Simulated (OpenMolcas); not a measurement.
# One shape, several levels: triplet CH7GaSi

Aim: a comparison of 6 runs (UHF/3-21G, UHF/6-31G*, UBLYP/6-31G*, UM06-2X/6-31G*, UM06-L/6-31G*, ROCCSD(T)/6-31G*) of triplet CH7GaSi. 

Program for the calculation: OpenMolcas 26.06.

1 further run of the same task is left out (it didn't finish).

## (1) Starting point

The species is CH7GaSi (10 atoms), meant as a triplet with charge 0. As SMILES of the parent species, `[CH3][GaH][SiH3]`. The shape is that of a PBE0-D4/def2-TZVP optimisation. That shape belongs to the parent species and isn't relaxed for this state.

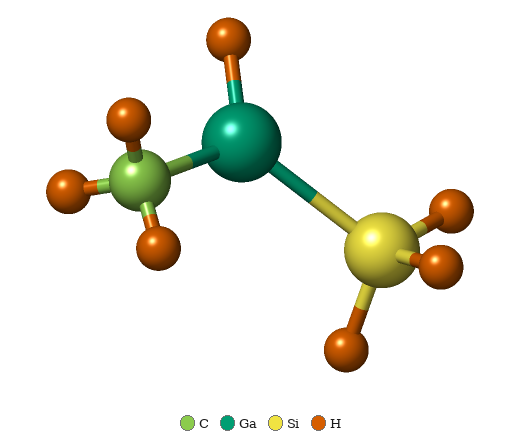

Viewed from a chosen angle; carbon green, gallium teal, silicon yellow, hydrogen orange.

## (2) A single-point energy at UHF/3-21G (run 1)

Contents of input.xyz:

```xyz
10

C     -1.123300     1.394100    -0.619200
Ga     0.561500     0.659300     0.093300
Si     0.786700    -1.705300     0.550700
H     -1.924300     0.656600    -0.670400
H     -0.947000     1.785400    -1.626000
H     -1.454200     2.236500    -0.005700
H      1.759600     1.654600     0.346000
H      0.531000    -2.496200    -0.688800
H      2.125000    -2.100900     1.069700
H     -0.231700    -2.135100     1.553300
```

Contents of job.inp:

```
>>> EXPORT MOLCAS_PRINT=2
&gateway
baslib = $CurrDir
coord = input.xyz
basis = 3-21G
group = NoSym
&seward
&scf
uhf
spin = 3
thresholds = 1e-10 1e-07 1e-07 1e-05
prorbitals = 1 2
```

The basis set 3-21G is read from a file made from the Basis Set Exchange's data (not shown).

Run with:

```sh
export MOLCAS_MEM=1860
pymolcas job.inp > job.log
```

The log of the run:

```text
--- Start Module: gateway ---
[...]
--- Stop Module: gateway /rc=_RC_ALL_IS_WELL_ ---
--- Start Module: seward ---
[...]
      Basis functions           58
--- Stop Module: seward /rc=_RC_ALL_IS_WELL_ ---
--- Start Module: scf ---
[...]
       Convergence after  24 Iterations
[...]
::    Total SCF energy                              -2242.7801733515
[...]
      Total spin, S                                     1.0017250953
[...]
      Total electronic charge=   58.000000
      Total            charge=   -0.000000
[...]
      Dipole Moment (debye):
      Origin of the operator (angstrom)=    0.4061    0.1213    0.1241
                   X= -5.1694E-01               Y= -2.5466E+00               Z=  1.8615E-01           Total=  2.6052E+00
      Quadrupole Moment (debye*angstrom):
[...]
--- Stop Module: scf /rc=_RC_ALL_IS_WELL_ ---
[...]
```

Run time: 2.6 s. Hardware: 1 thread of Intel Xeon 6975P-C (Granite Rapids), shared host; peak memory 0.39 GiB.

## (3) A single-point energy at UHF/6-31G(d) (spherical functions) (run 2)

Contents of calc.inp:

```
* CH7GaSi Hartree-Fock
&GATEWAY
BasLib
$CurrDir
Coord
10
angstrom
C       -1.123300       1.394100      -0.619200
Ga       0.561500       0.659300       0.093300
Si       0.786700      -1.705300       0.550700
H       -1.924300       0.656600      -0.670400
H       -0.947000       1.785400      -1.626000
H       -1.454200       2.236500      -0.005700
H        1.759600       1.654600       0.346000
H        0.531000      -2.496200      -0.688800
H        2.125000      -2.100900       1.069700
H       -0.231700      -2.135100       1.553300
Basis
6-31Gs
Group
NoSym
&SEWARD
&SCF
UHF
Spin
3
Thresholds
1e-10 1e-07 1e-07 1e-05
PrOrbitals
1
```

The basis set 6-31G* is read from a file made from the Basis Set Exchange's data (not shown).

Run with:

```sh
export MOLCAS_MEM=1860
pymolcas calc.inp > calc.log
```

The log of the run:

```text
--- Start Module: gateway ---
[...]
--- Stop Module: gateway /rc=_RC_ALL_IS_WELL_ ---
--- Start Module: seward ---
[...]
      Basis functions           78
--- Stop Module: seward /rc=_RC_ALL_IS_WELL_ ---
[...]
--- Start Module: scf ---
[...]
       Convergence after  25 Iterations
[...]
::    Total SCF energy                              -2253.6626839630
[...]
      Total spin, S                                     1.0025371223
[...]
      Total electronic charge=   58.000000
      Total            charge=   -0.000000
[...]
      Dipole Moment (debye):
      Origin of the operator (angstrom)=    0.4061    0.1213    0.1241
                   X= -5.1275E-01               Y= -2.3684E+00               Z=  1.6436E-01           Total=  2.4288E+00
      Quadrupole Moment (debye*angstrom):
[...]
--- Stop Module: scf /rc=_RC_ALL_IS_WELL_ ---
[...]
```

Wall time 6.6 s (1 thread of Intel Xeon 6975P-C (Granite Rapids), shared host); peak memory 0.44 GiB.

Runs 3 to 5 aren't shown in full; the table further down has their settings and results.

## (4) The energy at ROCCSD(T)/6-31G(d) (spherical functions) (run 6)

Contents of run.input:

```
&GATEWAY
BasLib = $CurrDir
Coord
10
angstrom
C       -1.123300       1.394100      -0.619200
Ga       0.561500       0.659300       0.093300
Si       0.786700      -1.705300       0.550700
H       -1.924300       0.656600      -0.670400
H       -0.947000       1.785400      -1.626000
H       -1.454200       2.236500      -0.005700
H        1.759600       1.654600       0.346000
H        0.531000      -2.496200      -0.688800
H        2.125000      -2.100900       1.069700
H       -0.231700      -2.135100       1.553300
Basis = 6-31Gs
Group = NoSym
&SEWARD
&SCF
UHF
Spin = 3
Thresholds = 1e-10 1e-07 1e-07 1e-05
PrOrbitals = 1 1
&RASSCF
FileOrb = $Project.UnaOrb
Spin = 3
Nactel = 2 0 0
Inactive = 28
Ras2 = 2
OutOrbitals = Canonical
OrbListing = Few
&MOTRA
JobIph
Frozen = 15
&CCSDT
CCT
Triples = 3
Iterations = 80
Accuracy = 1e-08
Extrapolation = 5 4
```

The basis set 6-31G* is read from a file made from the Basis Set Exchange's data (not shown).

Run with:

```sh
export MOLCAS_MEM=1860
pymolcas run.input > run.log
```

The log of the run:

```text
--- Start Module: gateway ---
[...]
--- Stop Module: gateway /rc=_RC_ALL_IS_WELL_ ---
[...]
      Basis functions           78
[...]
       Convergence after  25 Iterations
[...]
::    Total SCF energy                              -2253.6626839630
[...]
      Total spin, S                                     1.0025371223
[...]
      Number of active orbitals                  2
[...]
      Spin quantum number                      1.0
[...]
      Active orbitals                            2
[...]
      Number of CSFs                             1
[...]
      Number of root(s) required                 1
[...]
      Convergence after 11 iterations
[...]
      printout of CI-coefficients larger than  0.05 for root  1
      energy=   -2253.660265
      conf/sym  11     Coeff  Weight
             1  uu   1.00000 1.00000
      Natural orbitals and occupation numbers for root  1
      sym 1:   1.000000   1.000000
      ************************************************************************************************************************
      *                                                    Final results                                                     *
[...]
::    RASSCF root number  1 Total energy:  -2253.66026531
[...]
      Total electronic charge=   58.000000
      Total            charge=   -0.000000
[...]
      Dipole Moment (debye):
      Origin of the operator (angstrom)=    0.4061    0.1213    0.1241
                   X= -4.8178E-01               Y= -2.3391E+00               Z=  1.6928E-01           Total=  2.3942E+00
      Quadrupole Moment (debye*angstrom):
[...]
--- Start Module: motra ---
[...]
      *** WARNING: Default frozen orbitals is overwritten by user input.
      *** Default values:  17
[...]
--- Stop Module: motra /rc=_RC_ALL_IS_WELL_ ---
--- Start Module: ccsdt ---
[...]
      Convergence after                    25  Iterations
      Total energy (diff) :   -2254.13972065       0.00000000
[...]
 METHOD                       : CCSD+T(CCSD)+<T3(1)WT1>+<T3(1)UT2> = CCSD(T)
[...]
       CCSD     =     -2254.1397206464876
[...]
--- Stop Module: ccsdt /rc=_RC_ALL_IS_WELL_ ---
[...]
```

Wall time 37 s (1 thread of Intel Xeon 6975P-C (Granite Rapids), shared host); peak memory 0.44 GiB.

## (5) The series

```csv
run,level,integration grid,frozen core orbitals,energy (Eh),dipole moment (D),HOMO energy (eV),⟨S²⟩,wall time
1,UHF/3-21G,–,–,-2242.780173,2.61,-5.27,2.005,2.6 s
2,UHF/6-31G* (spherical functions),–,–,-2253.662684,2.43,-5.61,2.008,6.6 s
3,UBLYP/6-31G* (spherical functions),UltraFine,–,-2256.234691,1.70,-2.60,2.002,43 s
4,UM06-2X/6-31G* (spherical functions),UltraFine,–,-2256.133390,2.02,-4.49,2.004,57 s
5,UM06-L/6-31G* (spherical functions),UltraFine,–,-2256.142969,1.56,-2.77,2.003,59 s
6,ROCCSD(T)/6-31G* (spherical functions),–,15,-2254.152597,–,–,–,37 s
```

## (6) Results

| quantity | value |
| --- | --- |
| run 6: total energy | -2254.15260 Eh |
| run 6: (T) correction | -12.88 mEh |

Over runs 1, 2, 3, 4, 5 the dipole moment (its size) runs from 1.56 D (UM06-L/6-31G*) to 2.61 D (UHF/3-21G). The two ends differ in method and basis. Totals of different functionals can't be ranked against each other. All runs together took 3.4 min, the longest 59 s.
